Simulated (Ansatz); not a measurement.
System: B$_{2}$Cl$_{4}$ (B2(Cl)4).

```yaml
atoms:
  - { symbol: B, position_ang: [0.0759, 0.5733, -0.6183] }
  - { symbol: Cl, position_ang: [-1.3428, 1.3643, -1.2638] }
  - { symbol: Cl, position_ang: [1.6492, 0.9749, -1.2638] }
  - { symbol: B, position_ang: [-0.0744, -0.5733, 0.6192] }
  - { symbol: Cl, position_ang: [-0.1877, -0.0609, 2.2857] }
  - { symbol: Cl, position_ang: [-0.1200, -2.2784, 0.2411] }
```

Geometry: PBE0-D4/def2-SVP.

Theory: Ansatz 0.2.0, RKS PBE0-D4/def2-TZVP.

Predict the electron density and electron localisation function between the atoms.

Answer. B–B (1.69 Å): the density is about 1.1 e/Å³ at the midpoint; the ELF peaks at about 1 between the atoms; localised, covalent bonding.
B–Cl (1.75 Å): ρ is about 1.4 e/Å³ halfway; the ELF peaks at about 0.90 between the atoms, as expected for a shared but strongly polarised pair.

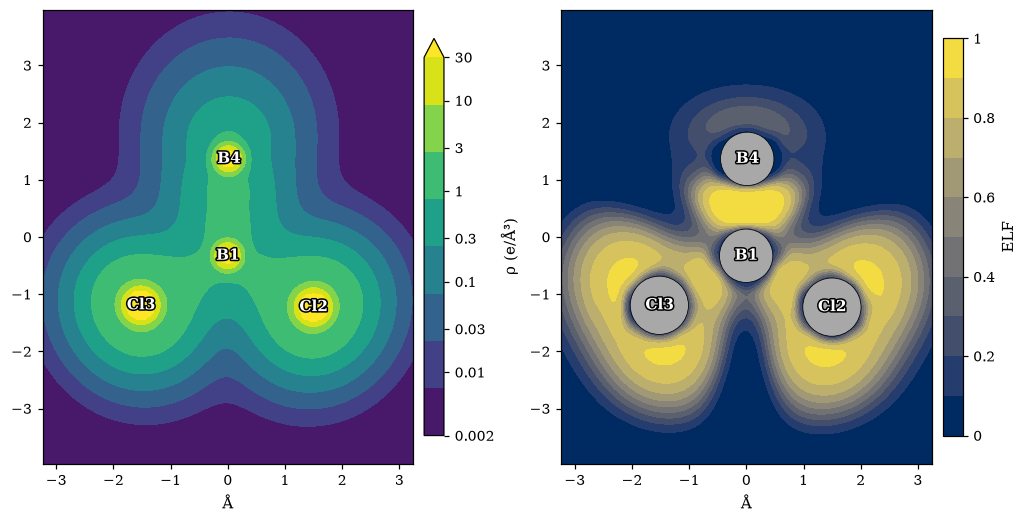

Computed electron density and electron localisation function on the plane of atoms Cl2, B1 and B4, in this order. Grey discs cover the atomic cores in the ELF map. 
